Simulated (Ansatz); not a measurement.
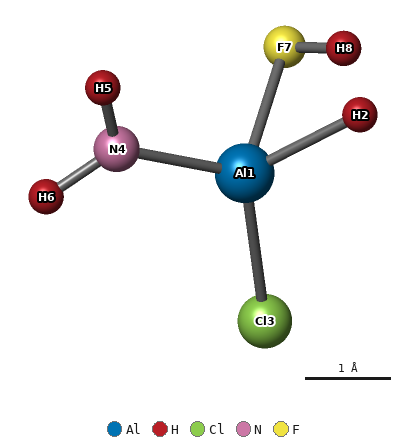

*The input geometry (ball-and-stick view, seen at a tilt; atoms are numbered from 1 in the order of the input). Sticks mark near contacts.*

**Molecular dynamics, with input and output: AlNH4ClF (part 1 of 3)**

System: AlNH4ClF.
Method: RKS r2SCAN-D4/def2-SVP (Ansatz 0.2.0).

It belongs to a series of runs on one base structure; here: dynamics from the highest image of the converged band. Figures and captions count atoms from 1; the log counts them from 0 in places.

The program's output
```
Engine: ansatz 0.2.0, aarch64-unknown-linux-gnu
Functional definition: r2SCAN
  parameter k0 = 0.174
  parameter k1 = 0.065
  parameter a1 = 4.9479
  exchange = r2scan_x(k0 = k0, k1 = k1, a1 = a1)
  correlation = r2scan_c
940 factors; their error is unknown
mean field evaluation 1: about -23374.1801 eV, gradient 6.3e1 eV
mean field evaluation 2: about -23345.8845 eV, gradient 1.1e2 eV
mean field evaluation 4: about -23381.8427 eV, gradient 9.3e0 eV
mean field evaluation 8: about -23381.9817 eV, gradient 1.5e-1 eV
mean field evaluation 16: about -23381.9286 eV, gradient 5.5e-5 eV
mean field -23381.92863966 eV, -859.2700286669 hartree, gradient 1.4e-5 eV, S^2 0.000000; 0 other end points of the search recorded, 0 dependent functions left out
the calculation of the forces begins
reference -23381.92865020 eV, -859.2700290546 hartree; 25, 25 occupied and 59, 59 virtual orbitals, 940 factors
md step     0: t =     0.00 fs  T =   100.0 K  F+E_penalty+E_count = -23381.96302829 eV  E_kin = 0.077556 eV  conserved = -23381.88547229 eV  (27 SCF iters)
these checks for a lower state are left out or cut short: starts, cluster_reference, orbital_swaps, neighbouring_geometries, increment
940 factors; their error is unknown
mean field -23381.92553247 eV, -859.2699144799 hartree, gradient 1.0e-5 eV, S^2 0.000000; 0 other end points of the search recorded, 0 dependent functions left out
the calculation of the forces begins
reference -23381.92554302 eV, -859.2699148675 hartree; 25, 25 occupied and 59, 59 virtual orbitals, 940 factors
md step     1: t =     0.50 fs  T =    96.1 K  F+E_penalty+E_count = -23381.95992383 eV  E_kin = 0.074506 eV  conserved = -23381.88541821 eV  (31 SCF iters)
[... from here on the SCF iterations and repeated set-up lines of each step are left out, up to the last step ...]
md step     2: t =     1.00 fs  T =    85.8 K  F+E_penalty+E_count = -23381.95178504 eV  E_kin = 0.066565 eV  conserved = -23381.88522027 eV  (31 SCF iters)
md step     3: t =     1.50 fs  T =    73.2 K  F+E_penalty+E_count = -23381.94176355 eV  E_kin = 0.056802 eV  conserved = -23381.88496197 eV  (31 SCF iters)
md step     4: t =     2.00 fs  T =    63.3 K  F+E_penalty+E_count = -23381.93388247 eV  E_kin = 0.049108 eV  conserved = -23381.88477437 eV  (32 SCF iters)
md step     5: t =     2.50 fs  T =    59.7 K  F+E_penalty+E_count = -23381.93104187 eV  E_kin = 0.046285 eV  conserved = -23381.88475651 eV  (31 SCF iters)
md step     6: t =     3.00 fs  T =    62.7 K  F+E_penalty+E_count = -23381.93353231 eV  E_kin = 0.048625 eV  conserved = -23381.88490736 eV  (31 SCF iters)
md step     7: t =     3.50 fs  T =    69.5 K  F+E_penalty+E_count = -23381.93904544 eV  E_kin = 0.053915 eV  conserved = -23381.88513086 eV  (32 SCF iters)
md step     8: t =     4.00 fs  T =    75.8 K  F+E_penalty+E_count = -23381.94411232 eV  E_kin = 0.058806 eV  conserved = -23381.88530646 eV  (32 SCF iters)
md step     9: t =     4.50 fs  T =    78.1 K  F+E_penalty+E_count = -23381.94594232 eV  E_kin = 0.060582 eV  conserved = -23381.88536055 eV  (31 SCF iters)
md step    10: t =     5.00 fs  T =    75.2 K  F+E_penalty+E_count = -23381.94358963 eV  E_kin = 0.058299 eV  conserved = -23381.88529035 eV  (32 SCF iters)
md step    11: t =     5.50 fs  T =    68.2 K  F+E_penalty+E_count = -23381.93804649 eV  E_kin = 0.052902 eV  conserved = -23381.88514448 eV  (32 SCF iters)
md step    12: t =     6.00 fs  T =    60.0 K  F+E_penalty+E_count = -23381.93152063 eV  E_kin = 0.046531 eV  conserved = -23381.88498926 eV  (31 SCF iters)
md step    13: t =     6.50 fs  T =    53.5 K  F+E_penalty+E_count = -23381.92640266 eV  E_kin = 0.041520 eV  conserved = -23381.88488243 eV  (31 SCF iters)
md step    14: t =     7.00 fs  T =    50.9 K  F+E_penalty+E_count = -23381.92434552 eV  E_kin = 0.039486 eV  conserved = -23381.88485905 eV  (31 SCF iters)
md step    15: t =     7.50 fs  T =    52.6 K  F+E_penalty+E_count = -23381.92570044 eV  E_kin = 0.040775 eV  conserved = -23381.88492550 eV  (32 SCF iters)
md step    16: t =     8.00 fs  T =    57.2 K  F+E_penalty+E_count = -23381.92941763 eV  E_kin = 0.044360 eV  conserved = -23381.88505800 eV  (32 SCF iters)
md step    17: t =     8.50 fs  T =    62.2 K  F+E_penalty+E_count = -23381.93343609 eV  E_kin = 0.048231 eV  conserved = -23381.88520553 eV  (28 SCF iters)
md step    18: t =     9.00 fs  T =    64.7 K  F+E_penalty+E_count = -23381.93550170 eV  E_kin = 0.050200 eV  conserved = -23381.88530162 eV  (32 SCF iters)
md step    19: t =     9.50 fs  T =    63.1 K  F+E_penalty+E_count = -23381.93420376 eV  E_kin = 0.048913 eV  conserved = -23381.88529034 eV  (31 SCF iters)
md step    20: t =    10.00 fs  T =    57.6 K  F+E_penalty+E_count = -23381.92981134 eV  E_kin = 0.044649 eV  conserved = -23381.88516239 eV  (32 SCF iters)
md step    21: t =    10.50 fs  T =    50.8 K  F+E_penalty+E_count = -23381.92436615 eV  E_kin = 0.039388 eV  conserved = -23381.88497855 eV  (32 SCF iters)
md step    22: t =    11.00 fs  T =    46.2 K  F+E_penalty+E_count = -23381.92071548 eV  E_kin = 0.035867 eV  conserved = -23381.88484875 eV  (31 SCF iters)
md step    23: t =    11.50 fs  T =    46.4 K  F+E_penalty+E_count = -23381.92084313 eV  E_kin = 0.035981 eV  conserved = -23381.88486165 eV  (32 SCF iters)
md step    24: t =    12.00 fs  T =    51.0 K  F+E_penalty+E_count = -23381.92454909 eV  E_kin = 0.039533 eV  conserved = -23381.88501591 eV  (32 SCF iters)
md step    25: t =    12.50 fs  T =    57.1 K  F+E_penalty+E_count = -23381.92947514 eV  E_kin = 0.044257 eV  conserved = -23381.88521780 eV  (32 SCF iters)
md step    26: t =    13.00 fs  T =    60.8 K  F+E_penalty+E_count = -23381.93250718 eV  E_kin = 0.047158 eV  conserved = -23381.88534936 eV  (32 SCF iters)
md step    27: t =    13.50 fs  T =    59.6 K  F+E_penalty+E_count = -23381.93156430 eV  E_kin = 0.046220 eV  conserved = -23381.88534400 eV  (31 SCF iters)
md step    28: t =    14.00 fs  T =    53.4 K  F+E_penalty+E_count = -23381.92664667 eV  E_kin = 0.041433 eV  conserved = -23381.88521363 eV  (32 SCF iters)
md step    29: t =    14.50 fs  T =    44.7 K  F+E_penalty+E_count = -23381.91970031 eV  E_kin = 0.034675 eV  conserved = -23381.88502516 eV  (32 SCF iters)
md step    30: t =    15.00 fs  T =    37.1 K  F+E_penalty+E_count = -23381.91361394 eV  E_kin = 0.028755 eV  conserved = -23381.88485880 eV  (31 SCF iters)
md step    31: t =    15.50 fs  T =    33.8 K  F+E_penalty+E_count = -23381.91097159 eV  E_kin = 0.026196 eV  conserved = -23381.88477560 eV  (23 SCF iters)
md step    32: t =    16.00 fs  T =    36.5 K  F+E_penalty+E_count = -23381.91307748 eV  E_kin = 0.028275 eV  conserved = -23381.88480238 eV  (32 SCF iters)
md step    33: t =    16.50 fs  T =    44.6 K  F+E_penalty+E_count = -23381.91951280 eV  E_kin = 0.034583 eV  conserved = -23381.88493026 eV  (32 SCF iters)
md step    34: t =    17.00 fs  T =    55.6 K  F+E_penalty+E_count = -23381.92826807 eV  E_kin = 0.043148 eV  conserved = -23381.88511985 eV  (32 SCF iters)
md step    35: t =    17.50 fs  T =    65.8 K  F+E_penalty+E_count = -23381.93637524 eV  E_kin = 0.051066 eV  conserved = -23381.88530943 eV  (29 SCF iters)
md step    36: t =    18.00 fs  T =    71.5 K  F+E_penalty+E_count = -23381.94089934 eV  E_kin = 0.055472 eV  conserved = -23381.88542767 eV  (32 SCF iters)
md step    37: t =    18.50 fs  T =    70.5 K  F+E_penalty+E_count = -23381.94006273 eV  E_kin = 0.054646 eV  conserved = -23381.88541681 eV  (32 SCF iters)
md step    38: t =    19.00 fs  T =    63.0 K  F+E_penalty+E_count = -23381.93412208 eV  E_kin = 0.048857 eV  conserved = -23381.88526530 eV  (31 SCF iters)
md step    39: t =    19.50 fs  T =    52.2 K  F+E_penalty+E_count = -23381.92549816 eV  E_kin = 0.040466 eV  conserved = -23381.88503241 eV  (32 SCF iters)
md step    40: t =    20.00 fs  T =    42.5 K  F+E_penalty+E_count = -23381.91782201 eV  E_kin = 0.032988 eV  conserved = -23381.88483363 eV  (32 SCF iters)
md step    41: t =    20.50 fs  T =    37.9 K  F+E_penalty+E_count = -23381.91416330 eV  E_kin = 0.029388 eV  conserved = -23381.88477547 eV  (32 SCF iters)
md step    42: t =    21.00 fs  T =    39.4 K  F+E_penalty+E_count = -23381.91542608 eV  E_kin = 0.030544 eV  conserved = -23381.88488182 eV  (32 SCF iters)
md step    43: t =    21.50 fs  T =    45.0 K  F+E_penalty+E_count = -23381.91999063 eV  E_kin = 0.034913 eV  conserved = -23381.88507747 eV  (32 SCF iters)
md step    44: t =    22.00 fs  T =    51.0 K  F+E_penalty+E_count = -23381.92483422 eV  E_kin = 0.039588 eV  conserved = -23381.88524625 eV  (32 SCF iters)
md step    45: t =    22.50 fs  T =    54.1 K  F+E_penalty+E_count = -23381.92728906 eV  E_kin = 0.041981 eV  conserved = -23381.88530809 eV  (31 SCF iters)
md step    46: t =    23.00 fs  T =    52.9 K  F+E_penalty+E_count = -23381.92629591 eV  E_kin = 0.041042 eV  conserved = -23381.88525409 eV  (32 SCF iters)
md step    47: t =    23.50 fs  T =    48.3 K  F+E_penalty+E_count = -23381.92259520 eV  E_kin = 0.037465 eV  conserved = -23381.88513022 eV  (32 SCF iters)
md step    48: t =    24.00 fs  T =    42.6 K  F+E_penalty+E_count = -23381.91805603 eV  E_kin = 0.033056 eV  conserved = -23381.88500010 eV  (31 SCF iters)
md step    49: t =    24.50 fs  T =    38.4 K  F+E_penalty+E_count = -23381.91469376 eV  E_kin = 0.029779 eV  conserved = -23381.88491512 eV  (32 SCF iters)
md step    50: t =    25.00 fs  T =    37.3 K  F+E_penalty+E_count = -23381.91384642 eV  E_kin = 0.028945 eV  conserved = -23381.88490179 eV  (32 SCF iters)
md step    51: t =    25.50 fs  T =    39.7 K  F+E_penalty+E_count = -23381.91573399 eV  E_kin = 0.030773 eV  conserved = -23381.88496105 eV  (32 SCF iters)
md step    52: t =    26.00 fs  T =    44.3 K  F+E_penalty+E_count = -23381.91943257 eV  E_kin = 0.034361 eV  conserved = -23381.88507195 eV  (32 SCF iters)
md step    53: t =    26.50 fs  T =    49.0 K  F+E_penalty+E_count = -23381.92321492 eV  E_kin = 0.038020 eV  conserved = -23381.88519537 eV  (31 SCF iters)
md step    54: t =    27.00 fs  T =    51.5 K  F+E_penalty+E_count = -23381.92518786 eV  E_kin = 0.039908 eV  conserved = -23381.88528003 eV  (28 SCF iters)
md step    55: t =    27.50 fs  T =    50.1 K  F+E_penalty+E_count = -23381.92410514 eV  E_kin = 0.038827 eV  conserved = -23381.88527814 eV  (32 SCF iters)
md step    56: t =    28.00 fs  T =    45.0 K  F+E_penalty+E_count = -23381.92009213 eV  E_kin = 0.034919 eV  conserved = -23381.88517270 eV  (32 SCF iters)
md step    57: t =    28.50 fs  T =    38.5 K  F+E_penalty+E_count = -23381.91486203 eV  E_kin = 0.029859 eV  conserved = -23381.88500324 eV  (32 SCF iters)
md step    58: t =    29.00 fs  T =    33.8 K  F+E_penalty+E_count = -23381.91106251 eV  E_kin = 0.026201 eV  conserved = -23381.88486142 eV  (32 SCF iters)
md step    59: t =    29.50 fs  T =    33.6 K  F+E_penalty+E_count = -23381.91086361 eV  E_kin = 0.026024 eV  conserved = -23381.88483955 eV  (32 SCF iters)
md step    60: t =    30.00 fs  T =    38.2 K  F+E_penalty+E_count = -23381.91457451 eV  E_kin = 0.029613 eV  conserved = -23381.88496176 eV  (31 SCF iters)
md step    61: t =    30.50 fs  T =    45.3 K  F+E_penalty+E_count = -23381.92029334 eV  E_kin = 0.035133 eV  conserved = -23381.88516037 eV  (32 SCF iters)
md step    62: t =    31.00 fs  T =    51.1 K  F+E_penalty+E_count = -23381.92492540 eV  E_kin = 0.039602 eV  conserved = -23381.88532345 eV  (32 SCF iters)
md step    63: t =    31.50 fs  T =    52.2 K  F+E_penalty+E_count = -23381.92587759 eV  E_kin = 0.040508 eV  conserved = -23381.88536955 eV  (32 SCF iters)
md step    64: t =    32.00 fs  T =    47.8 K  F+E_penalty+E_count = -23381.92232601 eV  E_kin = 0.037038 eV  conserved = -23381.88528796 eV  (32 SCF iters)
md step    65: t =    32.50 fs  T =    39.1 K  F+E_penalty+E_count = -23381.91542891 eV  E_kin = 0.030302 eV  conserved = -23381.88512725 eV  (31 SCF iters)
md step    66: t =    33.00 fs  T =    29.2 K  F+E_penalty+E_count = -23381.90761773 eV  E_kin = 0.022660 eV  conserved = -23381.88495748 eV  (32 SCF iters)
md step    67: t =    33.50 fs  T =    21.5 K  F+E_penalty+E_count = -23381.90151654 eV  E_kin = 0.016679 eV  conserved = -23381.88483774 eV  (32 SCF iters)
md step    68: t =    34.00 fs  T =    18.3 K  F+E_penalty+E_count = -23381.89900132 eV  E_kin = 0.014201 eV  conserved = -23381.88480058 eV  (33 SCF iters)
md step    69: t =    34.50 fs  T =    20.4 K  F+E_penalty+E_count = -23381.90066249 eV  E_kin = 0.015812 eV  conserved = -23381.88485068 eV  (23 SCF iters)
md step    70: t =    35.00 fs  T =    26.8 K  F+E_penalty+E_count = -23381.90571705 eV  E_kin = 0.020748 eV  conserved = -23381.88496881 eV  (31 SCF iters)
md step    71: t =    35.50 fs  T =    35.1 K  F+E_penalty+E_count = -23381.91231830 eV  E_kin = 0.027202 eV  conserved = -23381.88511599 eV  (32 SCF iters)
md step    72: t =    36.00 fs  T =    42.5 K  F+E_penalty+E_count = -23381.91818869 eV  E_kin = 0.032949 eV  conserved = -23381.88523940 eV  (28 SCF iters)
md step    73: t =    36.50 fs  T =    46.6 K  F+E_penalty+E_count = -23381.92146158 eV  E_kin = 0.036175 eV  conserved = -23381.88528609 eV  (31 SCF iters)
md step    74: t =    37.00 fs  T =    46.8 K  F+E_penalty+E_count = -23381.92149523 eV  E_kin = 0.036267 eV  conserved = -23381.88522809 eV  (32 SCF iters)
md step    75: t =    37.50 fs  T =    44.1 K  F+E_penalty+E_count = -23381.91926796 eV  E_kin = 0.034179 eV  conserved = -23381.88508903 eV  (32 SCF iters)
md step    76: t =    38.00 fs  T =    41.3 K  F+E_penalty+E_count = -23381.91697259 eV  E_kin = 0.032025 eV  conserved = -23381.88494711 eV  (32 SCF iters)
md step    77: t =    38.50 fs  T =    41.1 K  F+E_penalty+E_count = -23381.91680594 eV  E_kin = 0.031912 eV  conserved = -23381.88489429 eV  (32 SCF iters)
md step    78: t =    39.00 fs  T =    44.6 K  F+E_penalty+E_count = -23381.91958579 eV  E_kin = 0.034615 eV  conserved = -23381.88497083 eV  (31 SCF iters)
md step    79: t =    39.50 fs  T =    50.3 K  F+E_penalty+E_count = -23381.92415614 eV  E_kin = 0.039025 eV  conserved = -23381.88513103 eV  (32 SCF iters)
md step    80: t =    40.00 fs  T =    55.2 K  F+E_penalty+E_count = -23381.92807198 eV  E_kin = 0.042796 eV  conserved = -23381.88527555 eV  (32 SCF iters)
md step    81: t =    40.50 fs  T =    56.4 K  F+E_penalty+E_count = -23381.92909014 eV  E_kin = 0.043769 eV  conserved = -23381.88532149 eV  (31 SCF iters)
md step    82: t =    41.00 fs  T =    53.1 K  F+E_penalty+E_count = -23381.92643795 eV  E_kin = 0.041187 eV  conserved = -23381.88525096 eV  (32 SCF iters)
md step    83: t =    41.50 fs  T =    46.4 K  F+E_penalty+E_count = -23381.92113089 eV  E_kin = 0.036024 eV  conserved = -23381.88510649 eV  (32 SCF iters)
md step    84: t =    42.00 fs  T =    39.2 K  F+E_penalty+E_count = -23381.91535542 eV  E_kin = 0.030399 eV  conserved = -23381.88495621 eV  (32 SCF iters)
md step    85: t =    42.50 fs  T =    34.3 K  F+E_penalty+E_count = -23381.91142992 eV  E_kin = 0.026572 eV  conserved = -23381.88485791 eV  (32 SCF iters)
md step    86: t =    43.00 fs  T =    33.6 K  F+E_penalty+E_count = -23381.91089394 eV  E_kin = 0.026053 eV  conserved = -23381.88484083 eV  (31 SCF iters)
md step    87: t =    43.50 fs  T =    37.5 K  F+E_penalty+E_count = -23381.91402475 eV  E_kin = 0.029120 eV  conserved = -23381.88490503 eV  (31 SCF iters)
md step    88: t =    44.00 fs  T =    44.9 K  F+E_penalty+E_count = -23381.91981779 eV  E_kin = 0.034790 eV  conserved = -23381.88502826 eV  (31 SCF iters)
md step    89: t =    44.50 fs  T =    53.1 K  F+E_penalty+E_count = -23381.92633748 eV  E_kin = 0.041165 eV  conserved = -23381.88517263 eV  (31 SCF iters)
md step    90: t =    45.00 fs  T =    59.4 K  F+E_penalty+E_count = -23381.93133047 eV  E_kin = 0.046040 eV  conserved = -23381.88529014 eV  (28 SCF iters)
md step    91: t =    45.50 fs  T =    61.5 K  F+E_penalty+E_count = -23381.93299600 eV  E_kin = 0.047664 eV  conserved = -23381.88533241 eV  (32 SCF iters)
md step    92: t =    46.00 fs  T =    58.6 K  F+E_penalty+E_count = -23381.93073796 eV  E_kin = 0.045468 eV  conserved = -23381.88527016 eV  (32 SCF iters)
md step    93: t =    46.50 fs  T =    52.2 K  F+E_penalty+E_count = -23381.92558778 eV  E_kin = 0.040470 eV  conserved = -23381.88511810 eV  (32 SCF iters)
md step    94: t =    47.00 fs  T =    45.1 K  F+E_penalty+E_count = -23381.91993671 eV  E_kin = 0.034993 eV  conserved = -23381.88494394 eV  (32 SCF iters)
md step    95: t =    47.50 fs  T =    40.8 K  F+E_penalty+E_count = -23381.91647332 eV  E_kin = 0.031633 eV  conserved = -23381.88484057 eV  (32 SCF iters)
md step    96: t =    48.00 fs  T =    41.1 K  F+E_penalty+E_count = -23381.91677715 eV  E_kin = 0.031911 eV  conserved = -23381.88486634 eV  (31 SCF iters)
md step    97: t =    48.50 fs  T =    45.7 K  F+E_penalty+E_count = -23381.92045067 eV  E_kin = 0.035450 eV  conserved = -23381.88500090 eV  (31 SCF iters)
md step    98: t =    49.00 fs  T =    51.9 K  F+E_penalty+E_count = -23381.92542718 eV  E_kin = 0.040268 eV  conserved = -23381.88515935 eV  (31 SCF iters)
```
